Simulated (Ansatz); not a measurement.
## Geometry relaxation of AlBH₅S (charge +1) (part 1 of 2)

The run: geometry relaxation of AlBH₅S, charge +1. Method and program: RKS BLYP-D4/def2-SVP (Ansatz 0.2.0).

Figures and captions count atoms from 1; the log counts them from 0 in places.

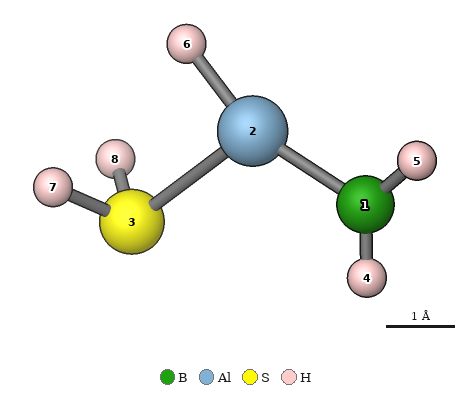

*The structure as given in the input (ball-and-stick view, seen at a tilt; atoms are numbered from 1 in the order of the input). Sticks mark near contacts.*

Bond lengths as drawn: Al–B 2.10 Å, Al–H 1.66 Å, Al–S 2.68 Å, B–H 1.10 to 1.15 Å and H–S 1.30 to 1.51 Å.

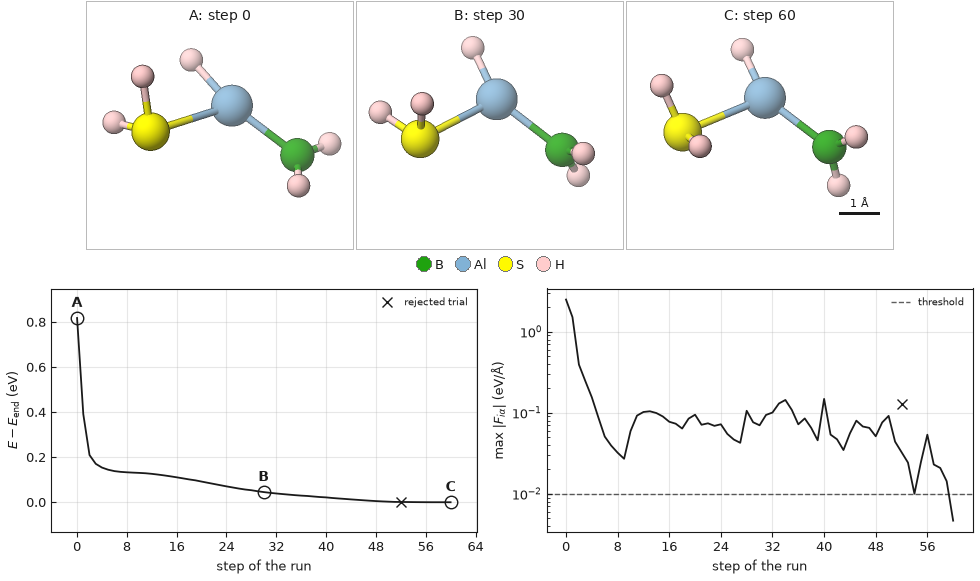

*Frames of the relaxation (ball-and-stick view, seen at a tilt) above the curves, on which the letters mark them (the first geometry is step 0 here and step 1 in the log).*

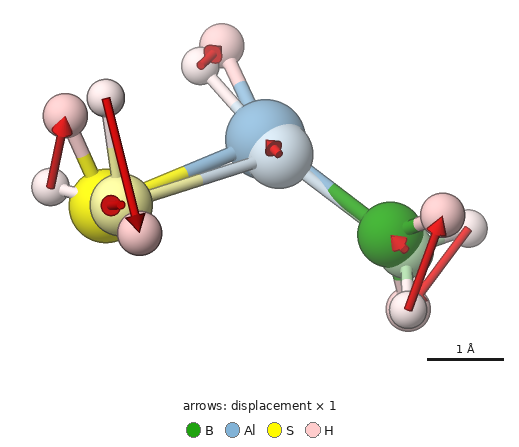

*Start (faint) and end (solid) with the displacements as red arrows, at true length (ball-and-stick view, seen at a tilt). The two geometries are laid on each other by the best rigid fit.*

The largest move after the best rigid fit is that of H7, 1.84 Å. Largest moves by element: H 1.84 Å, S 0.73 Å, Al 0.35 Å, B 0.33 Å. Among the contacts that change: Al2–S3 2.681 → 2.520 Å, S3–H7 1.509 → 1.369 Å, B1–H4 1.104 → 1.209 Å, Al2–H6 1.665 → 1.578 Å. Among the angles that change: S3–Al2–H6 83.7° → 100.5°, B1–Al2–H6 160.0° → 149.6°, H4–B1–H5 128.2° → 119.9°. Over 60 geometry steps the energy falls by 0.818 eV. The largest force component goes from 2.5 to 0.0047 eV/Å. The line search rejected the trial step at point 52 (counted from 0) and went back. (Atoms are counted from 1 in the order of the input.)

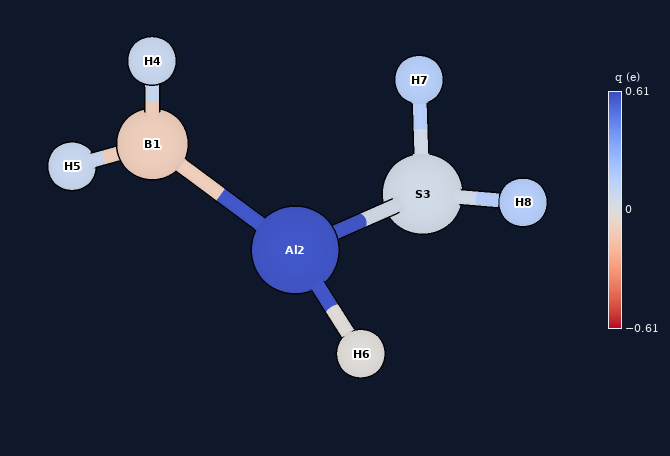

*Mulliken charges, as the colour of each atom (ball-and-stick view, seen at a tilt; atoms are numbered from 1 in the order of the input).*

By element: B −0.10, Al +0.58, S +0.05 and H −0.01 to +0.16 e.

The input and output of the run follow.

Input file
```yaml
crystal:
  periodic: [false, false, false]
  atoms:
    - {symbol: B, position_ang: [-1.349551, 1.085722, -1.320869]}
    - {symbol: Al, position_ang: [-0.100326, 0.646521, 0.308554]}
    - {symbol: S, position_ang: [0.897500, -1.841256, 0.369710]}
    - {symbol: H, position_ang: [-1.433018, 0.360349, -2.149333]}
    - {symbol: H, position_ang: [-1.804856, 2.137693, -1.249382]}
    - {symbol: H, position_ang: [0.641958, 0.782662, 1.792306]}
    - {symbol: H, position_ang: [2.299491, -1.379026, 0.682620]}
    - {symbol: H, position_ang: [0.742267, -2.045082, 1.639592]}
basis:
  gaussian: {orbitals: def2-SVP}
total_charge: 1
hamiltonian: {xc: {name: BLYP}, dispersion: d4}
relax: {f_tol: 0.01, max_steps: 80, max_displacement: 0.05}
```

Launched with:
```bash
ansatz run in.yaml --threads 2 --pin off --events-out ev --progress --plain --max-ram 3481MiB
```

The program's output
```
Functional definition: BLYP
  name "BLYP"
  cite "Becke, Phys. Rev. A 38, 3098 (1988) doi:10.1103/PhysRevA.38.3098"
  cite "Lee, Yang & Parr, Phys. Rev. B 37, 785 (1988) doi:10.1103/PhysRevB.37.785"
  parameter beta = 0.0042
  parameter a = 0.04918
  parameter b = 0.132
  parameter c = 0.2533
  parameter d = 0.349
  exchange = b88_x(beta = beta)
  correlation = lyp_c(a = a, b = b, c = c, d = d)
842 factors; their error is unknown
mean field evaluation 1: about -18169.2113 eV, gradient 3.5e1 eV
mean field evaluation 2: about -18167.4092 eV, gradient 4.2e1 eV
mean field evaluation 4: about -18174.1724 eV, gradient 2.1e0 eV
mean field evaluation 8: about -18174.1879 eV, gradient 3.3e-2 eV
mean field evaluation 16: about -18174.1460 eV, gradient 5.6e-5 eV
mean field -18174.14604774 eV, -667.8875483758 hartree, gradient 5.6e-5 eV, S^2 0.000000; 0 other end points of the search recorded, 0 dependent functions left out
the calculation of the forces begins
reference -18174.14639564 eV, -667.8875611608 hartree; 19, 19 occupied and 56, 56 virtual orbitals, 842 factors
relax step   1: F+E_penalty+E_count = -18174.38128419 eV  Δ(F+E_penalty+E_count) = +0.000e0 eV  max|allowed force component| = 2.494e0 eV/Å  Δτ_max = 0.0000 Å  (25 SCF iters, accepted)
these checks for a lower state are left out or cut short: starts, cluster_reference, orbital_swaps, neighbouring_geometries, increment
842 factors; their error is unknown
mean field -18174.57451737 eV, -667.9032943444 hartree, gradient 9.2e-6 eV, S^2 0.000000; 0 other end points of the search recorded, 0 dependent functions left out
[... from here on the field's lines of each further geometry are left out, up to the last ...]
relax step   2: F+E_penalty+E_count = -18174.80822083 eV  Δ(F+E_penalty+E_count) = -4.269e-1 eV  max|allowed force component| = 1.512e0 eV/Å  Δτ_max = 0.0487 Å  (27 SCF iters, accepted)
relax step   3: F+E_penalty+E_count = -18174.98979478 eV  Δ(F+E_penalty+E_count) = -1.816e-1 eV  max|allowed force component| = 3.930e-1 eV/Å  Δτ_max = 0.0495 Å  (27 SCF iters, accepted)
relax step   4: F+E_penalty+E_count = -18175.02862784 eV  Δ(F+E_penalty+E_count) = -3.883e-2 eV  max|allowed force component| = 2.452e-1 eV/Å  Δτ_max = 0.0487 Å  (26 SCF iters, accepted)
relax step   5: F+E_penalty+E_count = -18175.04531896 eV  Δ(F+E_penalty+E_count) = -1.669e-2 eV  max|allowed force component| = 1.552e-1 eV/Å  Δτ_max = 0.0487 Å  (27 SCF iters, accepted)
relax step   6: F+E_penalty+E_count = -18175.05486959 eV  Δ(F+E_penalty+E_count) = -9.551e-3 eV  max|allowed force component| = 8.815e-2 eV/Å  Δτ_max = 0.0487 Å  (28 SCF iters, accepted)
relax step   7: F+E_penalty+E_count = -18175.06104033 eV  Δ(F+E_penalty+E_count) = -6.171e-3 eV  max|allowed force component| = 5.092e-2 eV/Å  Δτ_max = 0.0487 Å  (26 SCF iters, accepted)
relax step   8: F+E_penalty+E_count = -18175.06437387 eV  Δ(F+E_penalty+E_count) = -3.334e-3 eV  max|allowed force component| = 3.936e-2 eV/Å  Δτ_max = 0.0487 Å  (27 SCF iters, accepted)
relax step   9: F+E_penalty+E_count = -18175.06633467 eV  Δ(F+E_penalty+E_count) = -1.961e-3 eV  max|allowed force component| = 3.216e-2 eV/Å  Δτ_max = 0.0500 Å  (26 SCF iters, accepted)
relax step  10: F+E_penalty+E_count = -18175.06777552 eV  Δ(F+E_penalty+E_count) = -1.441e-3 eV  max|allowed force component| = 2.707e-2 eV/Å  Δτ_max = 0.0497 Å  (27 SCF iters, accepted)
relax step  11: F+E_penalty+E_count = -18175.06896916 eV  Δ(F+E_penalty+E_count) = -1.194e-3 eV  max|allowed force component| = 5.946e-2 eV/Å  Δτ_max = 0.0498 Å  (27 SCF iters, accepted)
relax step  12: F+E_penalty+E_count = -18175.07053503 eV  Δ(F+E_penalty+E_count) = -1.566e-3 eV  max|allowed force component| = 9.225e-2 eV/Å  Δτ_max = 0.0489 Å  (26 SCF iters, accepted)
relax step  13: F+E_penalty+E_count = -18175.07312622 eV  Δ(F+E_penalty+E_count) = -2.591e-3 eV  max|allowed force component| = 1.023e-1 eV/Å  Δτ_max = 0.0481 Å  (26 SCF iters, accepted)
relax step  14: F+E_penalty+E_count = -18175.07641475 eV  Δ(F+E_penalty+E_count) = -3.289e-3 eV  max|allowed force component| = 1.044e-1 eV/Å  Δτ_max = 0.0492 Å  (26 SCF iters, accepted)
relax step  15: F+E_penalty+E_count = -18175.08009885 eV  Δ(F+E_penalty+E_count) = -3.684e-3 eV  max|allowed force component| = 9.927e-2 eV/Å  Δτ_max = 0.0488 Å  (26 SCF iters, accepted)
relax step  16: F+E_penalty+E_count = -18175.08418273 eV  Δ(F+E_penalty+E_count) = -4.084e-3 eV  max|allowed force component| = 9.009e-2 eV/Å  Δτ_max = 0.0488 Å  (26 SCF iters, accepted)
relax step  17: F+E_penalty+E_count = -18175.08855585 eV  Δ(F+E_penalty+E_count) = -4.373e-3 eV  max|allowed force component| = 7.748e-2 eV/Å  Δτ_max = 0.0487 Å  (26 SCF iters, accepted)
relax step  18: F+E_penalty+E_count = -18175.09316692 eV  Δ(F+E_penalty+E_count) = -4.611e-3 eV  max|allowed force component| = 7.334e-2 eV/Å  Δτ_max = 0.0480 Å  (26 SCF iters, accepted)
relax step  19: F+E_penalty+E_count = -18175.09789788 eV  Δ(F+E_penalty+E_count) = -4.731e-3 eV  max|allowed force component| = 6.390e-2 eV/Å  Δτ_max = 0.0488 Å  (26 SCF iters, accepted)
relax step  20: F+E_penalty+E_count = -18175.10193484 eV  Δ(F+E_penalty+E_count) = -4.037e-3 eV  max|allowed force component| = 8.469e-2 eV/Å  Δτ_max = 0.0488 Å  (26 SCF iters, accepted)
relax step  21: F+E_penalty+E_count = -18175.10746473 eV  Δ(F+E_penalty+E_count) = -5.530e-3 eV  max|allowed force component| = 9.468e-2 eV/Å  Δτ_max = 0.0498 Å  (25 SCF iters, accepted)
relax step  22: F+E_penalty+E_count = -18175.11283531 eV  Δ(F+E_penalty+E_count) = -5.371e-3 eV  max|allowed force component| = 7.116e-2 eV/Å  Δτ_max = 0.0487 Å  (27 SCF iters, accepted)
relax step  23: F+E_penalty+E_count = -18175.11816174 eV  Δ(F+E_penalty+E_count) = -5.326e-3 eV  max|allowed force component| = 7.414e-2 eV/Å  Δτ_max = 0.0484 Å  (26 SCF iters, accepted)
relax step  24: F+E_penalty+E_count = -18175.12350679 eV  Δ(F+E_penalty+E_count) = -5.345e-3 eV  max|allowed force component| = 6.898e-2 eV/Å  Δτ_max = 0.0489 Å  (26 SCF iters, accepted)
relax step  25: F+E_penalty+E_count = -18175.12878388 eV  Δ(F+E_penalty+E_count) = -5.277e-3 eV  max|allowed force component| = 7.213e-2 eV/Å  Δτ_max = 0.0485 Å  (25 SCF iters, accepted)
relax step  26: F+E_penalty+E_count = -18175.13364151 eV  Δ(F+E_penalty+E_count) = -4.858e-3 eV  max|allowed force component| = 5.486e-2 eV/Å  Δτ_max = 0.0482 Å  (27 SCF iters, accepted)
relax step  27: F+E_penalty+E_count = -18175.13851173 eV  Δ(F+E_penalty+E_count) = -4.870e-3 eV  max|allowed force component| = 4.679e-2 eV/Å  Δτ_max = 0.0482 Å  (26 SCF iters, accepted)
relax step  28: F+E_penalty+E_count = -18175.14272542 eV  Δ(F+E_penalty+E_count) = -4.214e-3 eV  max|allowed force component| = 4.261e-2 eV/Å  Δτ_max = 0.0488 Å  (27 SCF iters, accepted)
relax step  29: F+E_penalty+E_count = -18175.14587299 eV  Δ(F+E_penalty+E_count) = -3.148e-3 eV  max|allowed force component| = 1.059e-1 eV/Å  Δτ_max = 0.0493 Å  (27 SCF iters, accepted)
relax step  30: F+E_penalty+E_count = -18175.15040844 eV  Δ(F+E_penalty+E_count) = -4.535e-3 eV  max|allowed force component| = 7.636e-2 eV/Å  Δτ_max = 0.0500 Å  (26 SCF iters, accepted)
relax step  31: F+E_penalty+E_count = -18175.15414784 eV  Δ(F+E_penalty+E_count) = -3.739e-3 eV  max|allowed force component| = 7.009e-2 eV/Å  Δτ_max = 0.0482 Å  (27 SCF iters, accepted)
relax step  32: F+E_penalty+E_count = -18175.15744829 eV  Δ(F+E_penalty+E_count) = -3.300e-3 eV  max|allowed force component| = 9.405e-2 eV/Å  Δτ_max = 0.0492 Å  (26 SCF iters, accepted)
relax step  33: F+E_penalty+E_count = -18175.16030356 eV  Δ(F+E_penalty+E_count) = -2.855e-3 eV  max|allowed force component| = 1.007e-1 eV/Å  Δτ_max = 0.0485 Å  (25 SCF iters, accepted)
relax step  34: F+E_penalty+E_count = -18175.16290815 eV  Δ(F+E_penalty+E_count) = -2.605e-3 eV  max|allowed force component| = 1.302e-1 eV/Å  Δτ_max = 0.0494 Å  (26 SCF iters, accepted)
relax step  35: F+E_penalty+E_count = -18175.16535647 eV  Δ(F+E_penalty+E_count) = -2.448e-3 eV  max|allowed force component| = 1.439e-1 eV/Å  Δτ_max = 0.0498 Å  (27 SCF iters, accepted)
relax step  36: F+E_penalty+E_count = -18175.16776203 eV  Δ(F+E_penalty+E_count) = -2.406e-3 eV  max|allowed force component| = 1.083e-1 eV/Å  Δτ_max = 0.0500 Å  (27 SCF iters, accepted)
relax step  37: F+E_penalty+E_count = -18175.16980860 eV  Δ(F+E_penalty+E_count) = -2.047e-3 eV  max|allowed force component| = 7.203e-2 eV/Å  Δτ_max = 0.0495 Å  (27 SCF iters, accepted)
relax step  38: F+E_penalty+E_count = -18175.17136228 eV  Δ(F+E_penalty+E_count) = -1.554e-3 eV  max|allowed force component| = 8.516e-2 eV/Å  Δτ_max = 0.0494 Å  (26 SCF iters, accepted)
relax step  39: F+E_penalty+E_count = -18175.17378301 eV  Δ(F+E_penalty+E_count) = -2.421e-3 eV  max|allowed force component| = 6.521e-2 eV/Å  Δτ_max = 0.0485 Å  (27 SCF iters, accepted)
relax step  40: F+E_penalty+E_count = -18175.17606871 eV  Δ(F+E_penalty+E_count) = -2.286e-3 eV  max|allowed force component| = 4.575e-2 eV/Å  Δτ_max = 0.0493 Å  (26 SCF iters, accepted)
relax step  41: F+E_penalty+E_count = -18175.17766720 eV  Δ(F+E_penalty+E_count) = -1.598e-3 eV  max|allowed force component| = 1.484e-1 eV/Å  Δτ_max = 0.0490 Å  (25 SCF iters, accepted)
relax step  42: F+E_penalty+E_count = -18175.18032245 eV  Δ(F+E_penalty+E_count) = -2.655e-3 eV  max|allowed force component| = 5.380e-2 eV/Å  Δτ_max = 0.0481 Å  (26 SCF iters, accepted)
relax step  43: F+E_penalty+E_count = -18175.18247932 eV  Δ(F+E_penalty+E_count) = -2.157e-3 eV  max|allowed force component| = 4.710e-2 eV/Å  Δτ_max = 0.0487 Å  (27 SCF iters, accepted)
relax step  44: F+E_penalty+E_count = -18175.18445108 eV  Δ(F+E_penalty+E_count) = -1.972e-3 eV  max|allowed force component| = 3.469e-2 eV/Å  Δτ_max = 0.0495 Å  (26 SCF iters, accepted)
relax step  45: F+E_penalty+E_count = -18175.18657787 eV  Δ(F+E_penalty+E_count) = -2.127e-3 eV  max|allowed force component| = 5.562e-2 eV/Å  Δτ_max = 0.0488 Å  (26 SCF iters, accepted)
relax step  46: F+E_penalty+E_count = -18175.18849789 eV  Δ(F+E_penalty+E_count) = -1.920e-3 eV  max|allowed force component| = 7.996e-2 eV/Å  Δτ_max = 0.0490 Å  (26 SCF iters, accepted)
relax step  47: F+E_penalty+E_count = -18175.19045960 eV  Δ(F+E_penalty+E_count) = -1.962e-3 eV  max|allowed force component| = 6.770e-2 eV/Å  Δτ_max = 0.0499 Å  (26 SCF iters, accepted)
relax step  48: F+E_penalty+E_count = -18175.19233809 eV  Δ(F+E_penalty+E_count) = -1.878e-3 eV  max|allowed force component| = 6.514e-2 eV/Å  Δτ_max = 0.0485 Å  (26 SCF iters, accepted)
```
